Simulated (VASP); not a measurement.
Energy against volume of SrO (rock salt). Level of theory: PBE GGA with D3 dispersion (Becke-Johnson damping), VASP's PBE PAW potentials (set 64) (plane waves; VASP 6.6.1).

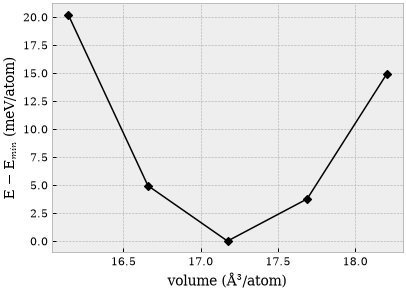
Figure. Energy against volume

Q: Estimate the equilibrium volume and the bulk modulus.

A: The minimum lies near 17.2 Å³/atom, and the curvature gives B0 of about 90 GPa.

Measured: bulk modulus 91.0 GPa at 300 K (computed value off by -1.5 %), a 5.160 Å at 300 K (computed value off by +0.0 %), as given by Juan A. Santana et al., The Journal of Chemical Physics (2016), arXiv:1608.06321. The calculation is for a static lattice, while the measured bulk modulus, a hold thermal and zero-point effects, which are part of the difference.

The compound is SrO in the rock salt structure. It was relaxed first.
